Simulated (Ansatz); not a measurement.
# Si₂H₄ (triplet): correlated methods under varied settings at distance Si1–H5 along a hydrogen transfer = 1.744 Å

Aim: run Si₂H₄ (triplet) at one geometry under a spread of methods and options, and see what each costs and gives.

Computed with Ansatz 0.2.0, Gaussian basis. Level: the settings change from run to run.

7 further runs of the same task are left out: 2 for a mislabelled method, 3 that didn't finish, 2 set aside as unsound or not needed.

**1. What is computed**

The geometry derives from fragments relaxed apart (PBE0/def2-TZVP) and kept rigid, so it is no stationary point. A hydrogen atom is moved between rigid fragments.

6 atoms, charge 0, spin multiplicity 3.

Atoms are counted from 1 here; the program's logs count them from 0.

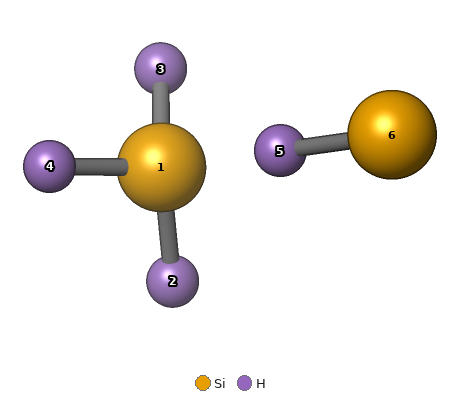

The geometry (silicon amber, hydrogen purple); atoms are numbered from 1 in the order of the file.

**2. CCSD on ROHF/cc-pVDZ**

in.yaml reads:

```yaml
crystal:
  periodic: [false, false, false]
  atoms:
    - {symbol: Si, position_ang: [-1.580697, 0.000000, 0.000000]}
    - {symbol: H, position_ang: [-2.075569, 1.399708, 0.000000]}
    - {symbol: H, position_ang: [-2.075569, -0.699854, 1.212183]}
    - {symbol: H, position_ang: [-2.075569, -0.699854, -1.212182]}
    - {symbol: H, position_ang: [0.163303, 0.000000, 0.000000]}
    - {symbol: Si, position_ang: [1.798303, 0.000000, 0.000000]}
basis:
  gaussian: {orbitals: cc-pVDZ}
magnetization: {spin_polarized: false, initial_magnetization: 2}
correlation: {method: ccsd, electrons: valence}
scf: {lower_state_search: off}
```

Run with:

```sh
ansatz run in.yaml --threads 1 --pin off --events-out ev --progress --plain --max-ram 2393MiB
```

The log of the run (excerpt; [...] marks lines left out):

```text
Functional definition: HF
  name "HF"
  cite "Fock, Z. Phys. 61, 126 (1930) doi:10.1007/BF01340294"
  parent pbe
[...]
540 factors; integrals over basis functions are off by at most 1.3e-3 eV
[...]
mean field -15784.27607922 eV, -580.0614469447 hartree, gradient 1.9e-6 eV, S^2 2.000000; 0 other end points of the search recorded, 0 dependent functions left out
10 core orbitals not correlated: weight in the atoms' cores, before any rotation towards them, 1.000 or more for the frozen orbitals, at most 0.000 for the correlated occupied ones
reference -15784.27607922 eV, -580.0614469447 hartree; 7, 5 occupied and 39, 41 virtual orbitals, 540 factors
second order -4.77525638 eV of doubles, -0.07532426 eV of singles
cycle   1  -5.79247773 eV  change   -9.4e-1 eV  update   7.9e-2
[...]
cycle  11  -6.14631194 eV  change   -9.4e-7 eV  update   9.1e-6
Total energy: -15790.42239115 eV, -580.2873197422 hartree
Checks for a lower state left out: stability, starts, cluster_reference, orbital_swaps, neighbouring_geometries, increment
```

Run time: 0.81 s. Hardware: 1 thread of Arm Neoverse V2, shared host.

From the report: correlation -6.1463 eV; T1 0.021; largest double amplitude 0.09.

**3. CCSD on UHF/cc-pVDZ**

Changes to in.yaml since step 2:

```diff
@@ -11,4 +11,4 @@
   gaussian: {orbitals: cc-pVDZ}
-magnetization: {spin_polarized: false, initial_magnetization: 2}
-correlation: {method: ccsd, electrons: valence}
-scf: {lower_state_search: off}
+magnetization: {spin_polarized: true, initial_magnetization: 2}
+correlation: {method: ccsd, electrons: outside_noble_gas}
+output: {forces: true}
```

Launched as before.

The log of the run (excerpt; [...] marks lines left out):

```text
Functional definition: HF
  name "HF"
  cite "Fock, Z. Phys. 61, 126 (1930) doi:10.1007/BF01340294"
  parent pbe
[...]
540 factors; integrals over basis functions are off by at most 1.3e-3 eV
[...]
mean field -15784.41604900 eV, -580.0665907393 hartree, gradient 1.4e-6 eV, S^2 2.026717; 4 other end points of the search recorded, 0 dependent functions left out
determinant -15784.41604900 eV, -580.0665907393 hartree, with singles and doubles -15790.42513403 eV, -580.2874205412 hartree
determinant -15783.41434303 eV, -580.0297787238 hartree, with singles and doubles -15789.53420680 eV, -580.2546795692 hartree
10 core orbitals not correlated: weight in the atoms' cores, before any rotation towards them, 1.000 or more for the frozen orbitals, at most 0.000 for the correlated occupied ones
reference -15784.41604900 eV, -580.0665907393 hartree; 7, 5 occupied and 39, 41 virtual orbitals, 540 factors
second order -4.69911179 eV of doubles, -0.00000000 eV of singles
cycle   1  -6.00908518 eV  change   -1.5e-7 eV  update   1.0e-3
[...]
cycle  10  -6.00934229 eV  change   -4.7e-7 eV  update   3.6e-7
[...]
Total energy: -15790.42539129 eV, -580.2874299951 hartree
Atom 0 at    -1.580697     0.000000     0.000000 Å, force     1.332036     0.000002    -0.000000 eV/Å
Atom 1 at    -2.075569     1.399708     0.000000 Å, force     0.262966     0.088763     0.000000 eV/Å
Atom 2 at    -2.075569    -0.699854     1.212183 Å, force     0.262965    -0.044383     0.076874 eV/Å
Atom 3 at    -2.075569    -0.699854    -1.212182 Å, force     0.262965    -0.044383    -0.076874 eV/Å
Atom 4 at     0.163303     0.000000     0.000000 Å, force    -3.397467     0.000000     0.000000 eV/Å
Atom 5 at     1.798303     0.000000     0.000000 Å, force     1.276534    -0.000000     0.000000 eV/Å
Dipole moment:    -0.686702     0.000000     0.000000 e Å
```

Run time: 5.5 s. Hardware: 1 thread of Arm Neoverse V2, shared host.

From the report: ⟨S²⟩ of the determinant 2.027 (pure triplet: 2.00); correlation -6.0093 eV; T1 0.019; largest double amplitude 0.09.

**4. CISDTQ/STO-3G**

Changes to in.yaml since step 3:

```diff
@@ -10,5 +10,6 @@
 basis:
-  gaussian: {orbitals: cc-pVDZ}
-magnetization: {spin_polarized: true, initial_magnetization: 2}
-correlation: {method: ccsd, electrons: outside_noble_gas}
+  gaussian: {orbitals: STO-3G}
+magnetization: {spin_polarized: false, initial_magnetization: 2}
+hamiltonian: {pseudopotentials: {relativity: scalar}}
+correlation: {active_space: {ras: {orbitals: [5, 2, 5], electrons: 12, max_holes: 4, max_particles: 4}, fixed_orbitals: true}}
 output: {forces: true}
```

Same command.

The log of the run (excerpt; [...] marks lines left out):

```text
Functional definition: HF
  name "HF"
  cite "Fock, Z. Phys. 61, 126 (1930) doi:10.1007/BF01340294"
  parent pbe
[...]
235 factors; integrals over basis functions are off by at most 3.3e-5 eV
[...]
mean field -15626.23337027 eV, -574.2534845162 hartree, gradient 7.3e-6 eV, S^2 2.000000; 6 other end points of the search recorded, 0 dependent functions left out
reference -15626.23337027 eV, -574.2534845162 hartree; 17, 15 occupied and 5, 7 virtual orbitals, 235 factors
state -15628.86478948 eV, -574.3501873882 hartree
[...]
Total energy: -15628.86478948 eV, -574.3501873882 hartree
Relativity: scalar
Atom 0 at    -1.580697     0.000000     0.000000 Å, force     1.813169     0.000003    -0.000000 eV/Å
Atom 1 at    -2.075569     1.399708     0.000000 Å, force     0.382686    -0.767832     0.000000 eV/Å
Atom 2 at    -2.075569    -0.699854     1.212183 Å, force     0.382686     0.383915    -0.664959 eV/Å
Atom 3 at    -2.075569    -0.699854    -1.212182 Å, force     0.382686     0.383915     0.664959 eV/Å
Atom 4 at     0.163303     0.000000     0.000000 Å, force    -4.618520    -0.000001     0.000000 eV/Å
Atom 5 at     1.798303     0.000000     0.000000 Å, force     1.657294     0.000000    -0.000000 eV/Å
Dipole moment:    -0.300866     0.000000     0.000000 e Å
```

It took 2.2 s on 1 thread of Arm Neoverse V2, shared host.

From the report: 101,110 determinants.

**5. The runs in one table**

Where basis and cores are those of an earlier UCCSDT(Q)/cc-pVDZ run (-15790.6185 eV), and the state is the same kind, the miss against it is given.

| level | correlated | functions | energy (eV) | from UCCSDT(Q) (meV) | time |
| --- | --- | --- | --- | --- | --- |
| CCSD on ROHF/cc-pVDZ | valence | 56 | -15790.4224 | 196.1 | 0.81 s |
| CCSD on UHF/cc-pVDZ | outside noble gas | 56 | -15790.4254 | 193.1 | 5.5 s |
| CISDTQ/STO-3G (relativity set) | valence | 22 | -15628.8648 |  | 2.2 s |

**6. Outcome**

```
quantity                         value
    runs                             3
quickest  CCSD on ROHF/cc-pVDZ, 0.81 s
 slowest    CCSD on UHF/cc-pVDZ, 5.5 s
```

In words: Total energies in different bases, with other cores or another treatment of relativity can't be set against each other. CCSD on UHF/cc-pVDZ took 7 times as long as CCSD on ROHF/cc-pVDZ; the jobs differ in more than the method. Among the correlated runs with a miss given, it spans +193 to +196 meV.
